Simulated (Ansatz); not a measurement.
# UCCSD(T)/def2-TZVP (core potential) run of SnH3O (SMILES [OH][SnH2])

Aim: the vertical doublet–quartet gap of SnH3O at UCCSD(T)/def2-TZVP (core potential), from 2 runs. 

The calculation is run with Ansatz 0.2.0.

28 further runs of the same task are left out: 28 set aside as unsound or not needed. Runs told in other sessions of the task aren't counted.

### Step 1. Starting point

SnH3O has 5 atoms, charge 0, and is taken as a doublet. As SMILES, `[OH][SnH2]`. Geometry: relaxed at PBE0-D4/def2-TZVP. This is one conformer, not always the lowest.

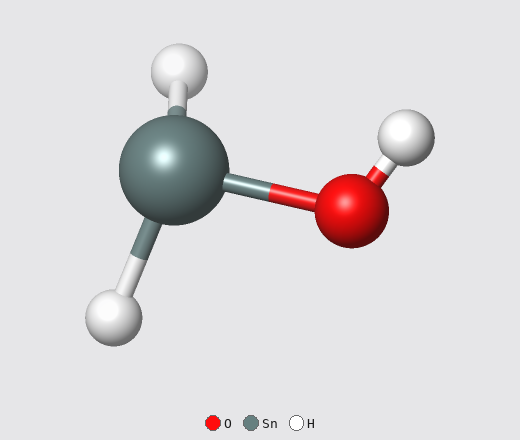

Viewed from a chosen angle; oxygen red, tin teal, hydrogen white.

### Step 2. The energy at UCCSD(T)/def2-TZVP (core potential)

Input file in.yaml:

```yaml
basis:
  gaussian:
    orbitals: def2-TZVP
crystal:
  periodic: [false, false, false]
  atoms:
    - symbol: O
      position_ang: [0.707400, -0.732900, 0.861900]
    - symbol: Sn
      position_ang: [0.104500, 0.308800, -0.705500]
    - symbol: H
      position_ang: [0.368600, -1.631300, 0.873200]
    - symbol: H
      position_ang: [-1.606800, 0.061300, -0.845900]
    - symbol: H
      position_ang: [0.476300, 1.920400, -0.224900]
scf:
  omitted_lower_state_checks: [cluster_reference, increment]
correlation:
  method: ccsd_t
  frozen_orbitals: {H: 0, O: 1, Sn: 4}
accuracy: high
magnetization:
  spin_polarized: true
  initial_magnetization: 1
```

Command:

```
$ ansatz run in.yaml --threads 1 --pin off --max-ram 2610MiB --events-out events.jsonl --progress --plain --runs-dir runs
```

The log of the run:

```text
Warning: RAYON_NUM_THREADS=1 ignored (pool sized by the plan → 1); use --threads N
Functional definition: HF
  name "HF"
  exchange = exact_x
  correlation = 0
these checks for a lower state are left out or cut short: cluster_reference, increment
1887 factors; integrals over basis functions are off by at most 3.8e-9 eV
mean field evaluation 1: about -7887.1490 eV, gradient 2.8e1 eV
mean field evaluation 2: about -7887.1563 eV, gradient 2.8e1 eV
mean field evaluation 4: about -7890.3667 eV, gradient 2.1e0 eV
mean field evaluation 8: about -7890.4442 eV, gradient 5.1e-3 eV
mean field evaluation 16: about -7886.6387 eV, gradient 5.9e0 eV
mean field -7890.44421086 eV, -289.9684764138 hartree, gradient 2.1e-8 eV, S^2 0.756590; 1 other end points of the search recorded, 0 dependent functions left out
5 core orbitals not correlated: weight in the atoms' cores, before any rotation towards them, 1.000 or more for the frozen orbitals, at most 0.000 for the correlated occupied ones
reference -7890.44421086 eV, -289.9684764138 hartree; 12, 11 occupied and 82, 83 virtual orbitals, 1887 factors
second order -14.93568158 eV of doubles, -0.00000000 eV of singles
cycle   1  -14.68735535 eV  change    2.5e-1 eV  update   1.0e-1
cycle   2  -15.07943506 eV  change   -3.9e-1 eV  update   3.3e-2
cycle   3  -15.18390401 eV  change   -1.0e-1 eV  update   2.1e-2
cycle   4  -15.17946568 eV  change    4.4e-3 eV  update   7.1e-3
cycle   5  -15.17656706 eV  change    2.9e-3 eV  update   4.1e-3
cycle   6  -15.17787530 eV  change   -1.3e-3 eV  update   1.7e-3
cycle   7  -15.17818274 eV  change   -3.1e-4 eV  update   9.8e-4
cycle   8  -15.17823452 eV  change   -5.2e-5 eV  update   3.2e-4
cycle   9  -15.17833766 eV  change   -1.0e-4 eV  update   1.6e-4
cycle  10  -15.17828835 eV  change    4.9e-5 eV  update   5.9e-5
cycle  11  -15.17829141 eV  change   -3.1e-6 eV  update   2.9e-5
cycle  12  -15.17830308 eV  change   -1.2e-5 eV  update   1.2e-5
cycle  13  -15.17830240 eV  change    6.8e-7 eV  update   6.1e-6
cycle  14  -15.17830512 eV  change   -2.7e-6 eV  update   2.7e-6
cycle  15  -15.17830483 eV  change    2.9e-7 eV  update   1.4e-6
cycle  16  -15.17830436 eV  change    4.7e-7 eV  update   5.9e-7
cycle  17  -15.17830444 eV  change   -8.0e-8 eV  update   2.5e-7
cycle  18  -15.17830441 eV  change    3.3e-8 eV  update   1.4e-7
cycle  19  -15.17830443 eV  change   -2.2e-8 eV  update   6.1e-8
cycle  20  -15.17830444 eV  change   -1.3e-8 eV  update   3.9e-8
cycle  21  -15.17830445 eV  change   -8.6e-9 eV  update   1.0e-7
cycle  22  -15.17830446 eV  change   -1.2e-8 eV  update   2.6e-8
cycle  23  -15.17830446 eV  change   -1.3e-9 eV  update   9.7e-9
cycle  24  -15.17830446 eV  change   7.2e-10 eV  update   4.8e-9
cycle  25  -15.17830446 eV  change   5.4e-10 eV  update   2.0e-9
perturbative correction -0.45765929 eV, -0.0168186689 hartree
Total energy: -7906.08017462 eV, -290.5430874835 hartree
Checks for a lower state left out: cluster_reference, increment
```

Wall time 42 s (1 thread of AMD EPYC 9R45 (Zen 5), shared host); peak memory 1.5 GiB.

### Step 3. The quartet at the same level

Input file job.yaml:

```yaml
crystal:
  periodic: [false, false, false]
  atoms:
    - {symbol: O, position_ang: [0.707400, -0.732900, 0.861900]}
    - {symbol: Sn, position_ang: [0.104500, 0.308800, -0.705500]}
    - {symbol: H, position_ang: [0.368600, -1.631300, 0.873200]}
    - {symbol: H, position_ang: [-1.606800, 0.061300, -0.845900]}
    - {symbol: H, position_ang: [0.476300, 1.920400, -0.224900]}
basis:
  gaussian: {orbitals: def2-TZVP}
magnetization: {spin_polarized: true, initial_magnetization: 3}
correlation: {method: ccsd_t, frozen_orbitals: {H: 0, O: 1, Sn: 4}}
accuracy: high
scf: {omitted_lower_state_checks: [cluster_reference, increment]}
```

Command:

```
$ ansatz run job.yaml --threads 1 --pin off --max-ram 2610MiB --events-out events.jsonl --progress --plain --runs-dir runs
```

The log of the run:

```text
Warning: RAYON_NUM_THREADS=1 ignored (pool sized by the plan → 1); use --threads N
[... 4 set-up lines as earlier in the session ...]
these checks for a lower state are left out or cut short: cluster_reference, increment
1887 factors; integrals over basis functions are off by at most 3.8e-9 eV
mean field evaluation 1: about -7879.1042 eV, gradient 3.0e1 eV
mean field evaluation 2: about -7879.1200 eV, gradient 3.0e1 eV
mean field evaluation 4: about -7883.3465 eV, gradient 3.4e0 eV
mean field evaluation 8: about -7883.8289 eV, gradient 9.9e-1 eV
mean field evaluation 16: about -7885.2691 eV, gradient 1.9e-1 eV
mean field evaluation 32: about -7885.0905 eV, gradient 3.9e0 eV
mean field evaluation 64: about -7883.8098 eV, gradient 5.6e-1 eV
mean field evaluation 96: about -7883.8449 eV, gradient 3.3e-1 eV
mean field evaluation 128: about -7883.7797 eV, gradient 1.3e0 eV
mean field -7885.26833312 eV, -289.7782664153 hartree, gradient 2.1e-8 eV, S^2 3.761581; 5 other end points of the search recorded, 0 dependent functions left out
5 core orbitals not correlated: weight in the atoms' cores, before any rotation towards them, 1.000 or more for the frozen orbitals, at most 0.000 for the correlated occupied ones
reference -7885.26833312 eV, -289.7782664153 hartree; 13, 10 occupied and 81, 84 virtual orbitals, 1887 factors
second order -13.59269227 eV of doubles, -0.00000000 eV of singles
cycle   1  -13.74538235 eV  change   -1.5e-1 eV  update   9.0e-2
cycle   2  -14.12896956 eV  change   -3.8e-1 eV  update   3.0e-2
cycle   3  -14.18526102 eV  change   -5.6e-2 eV  update   1.9e-2
cycle   4  -14.18244746 eV  change    2.8e-3 eV  update   9.7e-3
cycle   5  -14.18221666 eV  change    2.3e-4 eV  update   8.7e-3
cycle   6  -14.18899467 eV  change   -6.8e-3 eV  update   7.1e-3
cycle   7  -14.19122371 eV  change   -2.2e-3 eV  update   5.8e-3
cycle   8  -14.19397506 eV  change   -2.8e-3 eV  update   4.7e-3
cycle   9  -14.19720654 eV  change   -3.2e-3 eV  update   3.4e-3
cycle  10  -14.19725710 eV  change   -5.1e-5 eV  update   2.5e-3
cycle  11  -14.20026497 eV  change   -3.0e-3 eV  update   2.1e-3
cycle  12  -14.20142742 eV  change   -1.2e-3 eV  update   1.8e-3
cycle  13  -14.20324598 eV  change   -1.8e-3 eV  update   1.5e-3
cycle  14  -14.20405515 eV  change   -8.1e-4 eV  update   1.2e-3
cycle  15  -14.20353767 eV  change    5.2e-4 eV  update   6.9e-4
cycle  16  -14.20375428 eV  change   -2.2e-4 eV  update   3.7e-4
cycle  17  -14.20374657 eV  change    7.7e-6 eV  update   2.2e-4
cycle  18  -14.20396451 eV  change   -2.2e-4 eV  update   1.3e-4
cycle  19  -14.20397837 eV  change   -1.4e-5 eV  update   6.3e-5
cycle  20  -14.20396077 eV  change    1.8e-5 eV  update   3.7e-5
cycle  21  -14.20394203 eV  change    1.9e-5 eV  update   1.8e-5
cycle  22  -14.20392354 eV  change    1.8e-5 eV  update   9.2e-6
cycle  23  -14.20391852 eV  change    5.0e-6 eV  update   4.4e-6
cycle  24  -14.20391819 eV  change    3.3e-7 eV  update   2.8e-6
cycle  25  -14.20391854 eV  change   -3.5e-7 eV  update   2.0e-6
cycle  26  -14.20391869 eV  change   -1.5e-7 eV  update   1.5e-6
cycle  27  -14.20391839 eV  change    3.0e-7 eV  update   1.2e-6
cycle  28  -14.20391796 eV  change    4.3e-7 eV  update   9.6e-7
cycle  29  -14.20391717 eV  change    7.9e-7 eV  update   7.0e-7
cycle  30  -14.20391637 eV  change    7.9e-7 eV  update   3.8e-7
cycle  31  -14.20391615 eV  change    2.2e-7 eV  update   1.9e-7
cycle  32  -14.20391601 eV  change    1.5e-7 eV  update   1.1e-7
cycle  33  -14.20391600 eV  change    3.1e-9 eV  update   8.1e-8
cycle  34  -14.20391603 eV  change   -2.7e-8 eV  update   6.2e-8
cycle  35  -14.20391606 eV  change   -2.7e-8 eV  update   5.0e-8
cycle  36  -14.20391607 eV  change   -1.8e-8 eV  update   3.8e-8
cycle  37  -14.20391591 eV  change    1.6e-7 eV  update   1.1e-7
cycle  38  -14.20391593 eV  change   -1.6e-8 eV  update   3.1e-8
cycle  39  -14.20391593 eV  change   -1.4e-9 eV  update   1.4e-8
cycle  40  -14.20391593 eV  change   -2.3e-9 eV  update   6.6e-9
cycle  41  -14.20391593 eV  change  -4.4e-10 eV  update   3.6e-9
cycle  42  -14.20391593 eV  change   4.2e-10 eV  update   1.8e-9
perturbative correction -0.39669812 eV, -0.0145783871 hartree
Total energy: -7899.86894718 eV, -290.3148290853 hartree
Checks for a lower state left out: cluster_reference, increment
```

Wall time 73 s (1 thread of AMD EPYC 9R45 (Zen 5), shared host); peak memory 1.5 GiB.

### Step 4. What came out

At UCCSD(T)/def2-TZVP (core potential), 5 core orbitals frozen:

| quantity | value |
| --- | --- |
| doublet: total energy | -290.54309 Eh |
| doublet: correlation energy (5 core orbitals frozen) | -574.6 mEh |
| doublet: (T) correction | -16.82 mEh |
| doublet: ⟨S²⟩ of the reference determinant | 0.757 |
| doublet: T1 diagnostic | 0.018 |
| quartet: total energy | -290.31483 Eh |
| quartet: correlation energy (5 core orbitals frozen) | -536.6 mEh |
| quartet: (T) correction | -14.58 mEh |
| quartet: ⟨S²⟩ of the reference determinant | 3.762 |
| quartet: T1 diagnostic | 0.034 |
| vertical energy of the quartet above the doublet | 6.211 eV |

What this shows: At this shape the quartet lies 6.21 eV (143 kcal/mol) above the doublet. The triples (doublet) make up 2.9 % of the correlation energy. The triples (quartet) make up 2.7 % of the correlation energy.
